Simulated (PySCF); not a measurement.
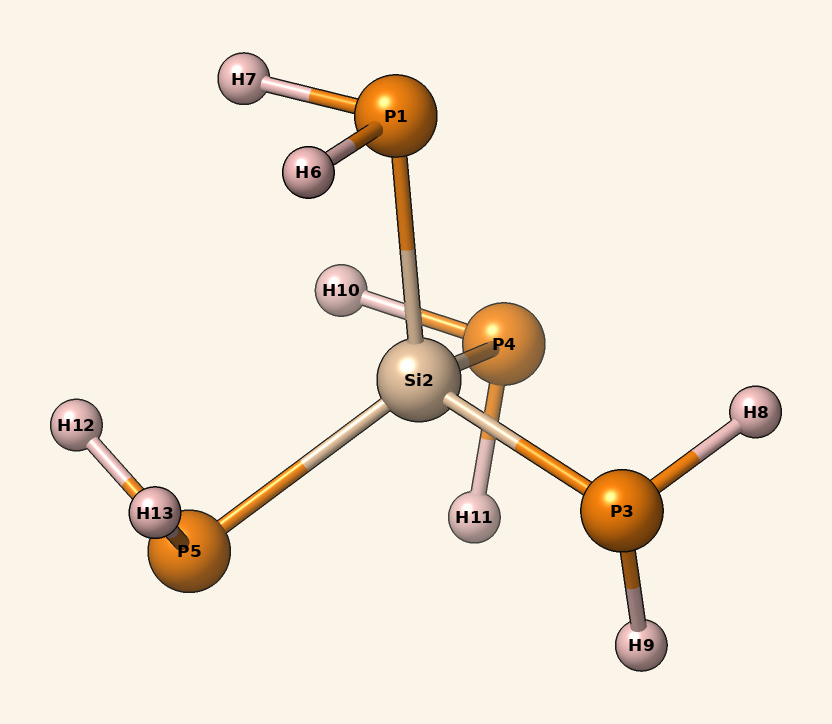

P4 lies behind Si2. The molecule seen a little off the Si2–P4 bond, Si2 in front. Depth is shown by fading: the farther an atom, the more it takes the colour of the background. Computed geometry: PBE0-D3(BJ)/def2-SVP optimisation. No frequency run is at hand to confirm it as a minimum.

Q: What is the torsion angle P1–Si2–P4–H10? The sign is positive where the front bond must turn clockwise to cover the back bond.

A: −75°, synclinal (gauche).
